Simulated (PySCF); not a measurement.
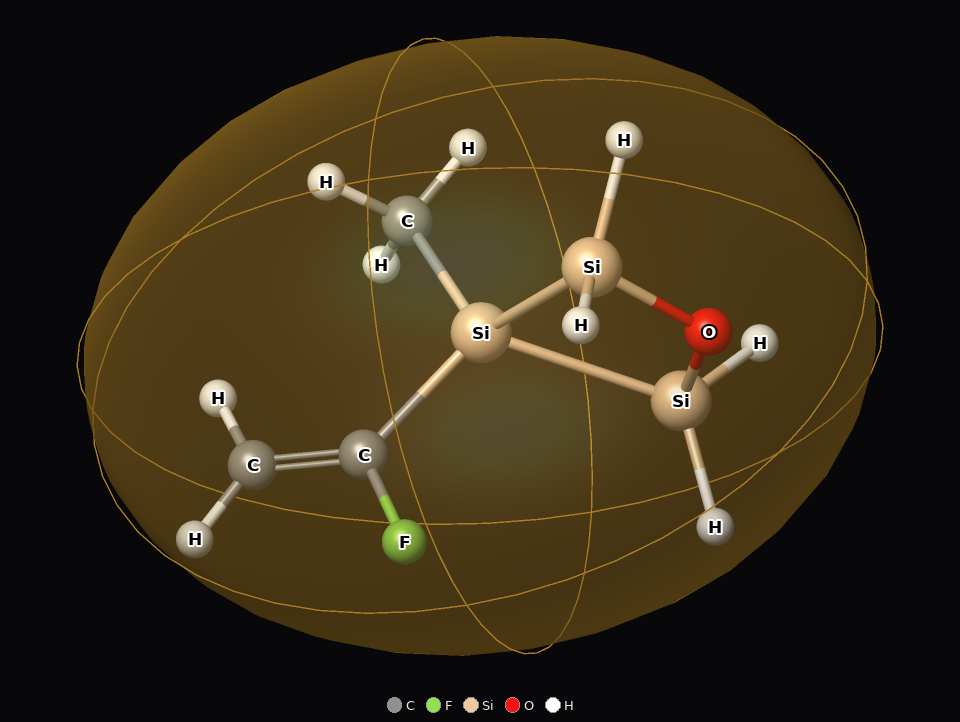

The ellipsoid shows the static dipole polarisability: its half-axes are proportional to the principal values. The computed structure is the end point of a GFN2-xTB optimisation. No frequency run is at hand to confirm it as a minimum. Method: B3LYP/def2-SVPD (PySCF 2.14.0).

### Give the principal values, the mean and the anisotropy.

Principal values 110.1, 113.4, 147.4 bohr³; mean 123.6 bohr³ (18.32 Å³); anisotropy 35.7 bohr³, so the longest axis is 1.34 times the shortest.

The geometry is semi-empirical. Around Si such bond lengths and angles can be off by a tenth of an ångström or more and by several degrees, and values that hang on the shape move with them.
